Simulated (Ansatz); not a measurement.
CH3F2Si (SMILES C[Si](F)F) (doublet)

The calculation's input:

```
crystal:
  periodic: [false, false, false]
  atoms:
    - {symbol: C, position_ang: [-0.207677, 1.118105, -0.617240]}
    - {symbol: F, position_ang: [0.337150, -0.039018, 1.939700]}
    - {symbol: F, position_ang: [1.271915, -1.286956, -0.168905]}
    - {symbol: Si, position_ang: [-0.028765, -0.460546, 0.396167]}
    - {symbol: H, position_ang: [0.740807, 1.690873, -0.539944]}
    - {symbol: H, position_ang: [-0.400275, 0.879761, -1.681351]}
    - {symbol: H, position_ang: [-1.038118, 1.739381, -0.229072]}
basis:
  gaussian:
    orbitals: def2-TZVPD
magnetization:
  spin_polarized: true
  initial_magnetization: 1
hamiltonian:
  xc: pbe0
output: {forces: true, orbitals: {seedname: orbitals}}
```

Command:

```sh
ansatz run input.yaml --threads 1 --pin off --max-ram 2610MiB --events-out events.jsonl --progress --plain --runs-dir runs
```

Geometry: PBE-D3(BJ)/def2-SVP.

Theory: isolated molecule in a Gaussian basis; Kohn-Sham density functional theory, functional PBE0 (Ansatz).

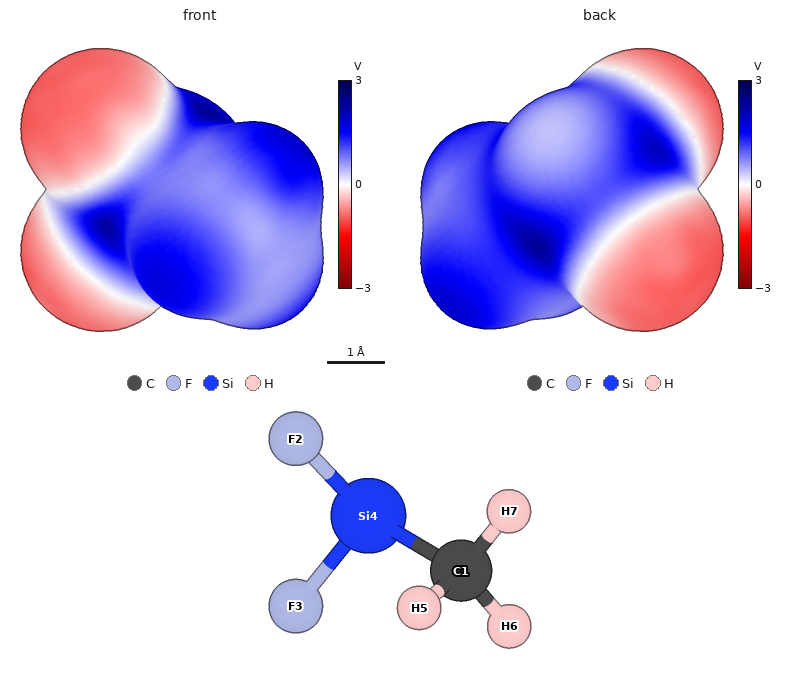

Figure 1. The electrostatic potential painted on the density surface at 0.004 e/bohr³, seen from the front and from behind; the colour scale runs from red (negative) to blue (positive). The bare structure is drawn below in the same view.

Q: Where is the surface potential most negative and most positive?

A: The most negative region (about −1.0 V, or −23 kcal/mol for a unit charge) lies over F2 and F3, the most positive (about +2.2 V, or +51 kcal/mol for a unit charge) over Si4.

Q: How polar is the molecule by this calculation?

A: Its dipole moment is 2.43 D.

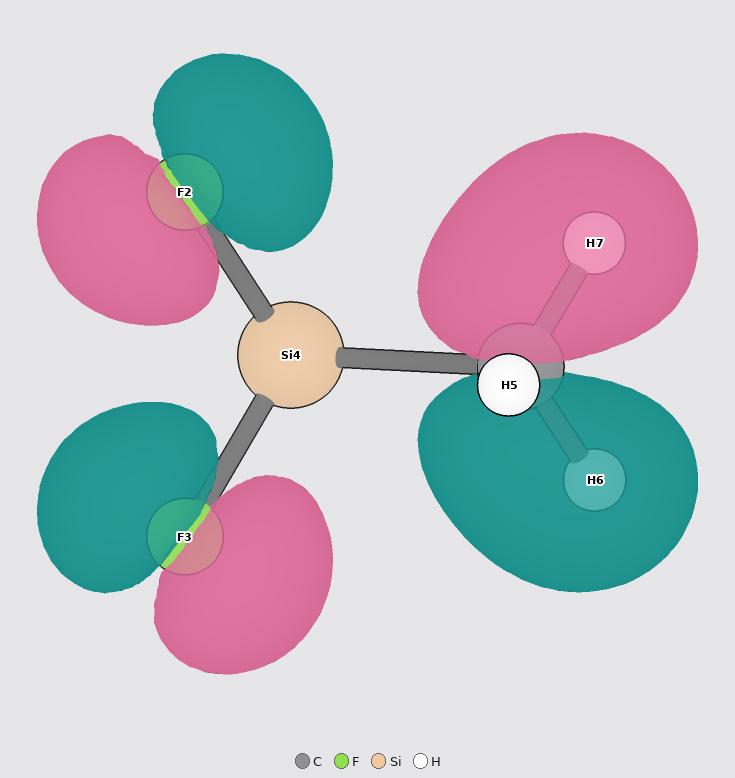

Figure 2. The HOMO−1 (β) at ±0.1 Å⁻³ᐟ² (teal and pink are the two phases), seen across its widest extent.

Q: Describe this orbital and give its energy.

A: It lies mainly on F2 (about 25 %), F3 (about 25 %), C1 (about 20 %), H6 (about 10 %) and H7 (about 10 %). Its energy is −11.59 eV.

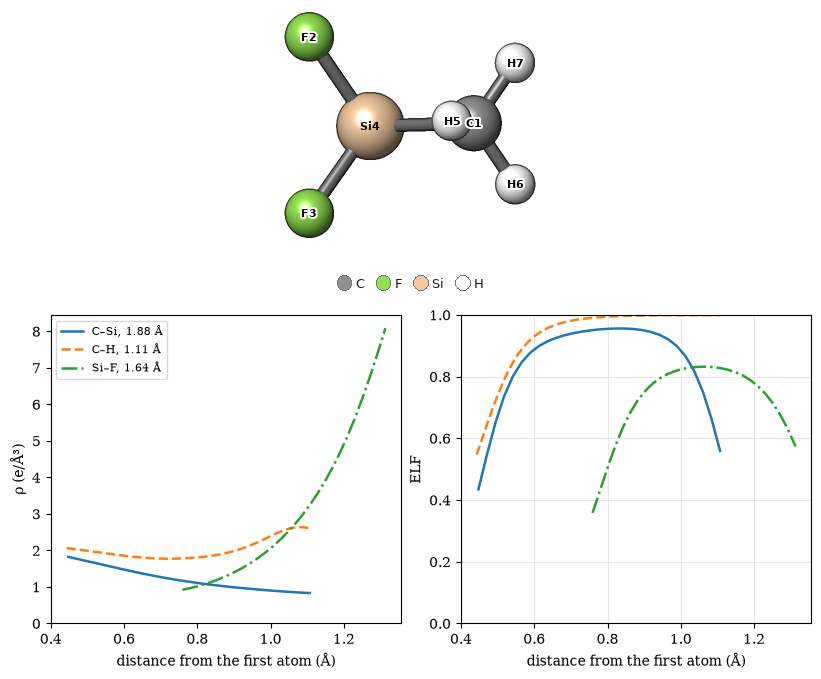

Figure 3. Electron density and ELF along straight lines between neighbouring atoms. The curves leave out the atomic cores. The structure is drawn too.

Q: Compare the contacts.

A: C–Si (1.88 Å): ρ at the midpoint is about 0.95 e/Å³; the ELF peaks at about 0.95 between the atoms: a shared electron pair.
C–H (1.11 Å): ρ at the midpoint is about 1.9 e/Å³; the ELF climbs to about 1 towards the hydrogen, as it does in any bond to H; a covalent bond by its length.
Si–F (1.64 Å): ρ is about 1.1 e/Å³ halfway; the ELF peaks at about 0.85 in the valence shell of F, 0.6 Å from its nucleus, and is about 0.55 at the midpoint.
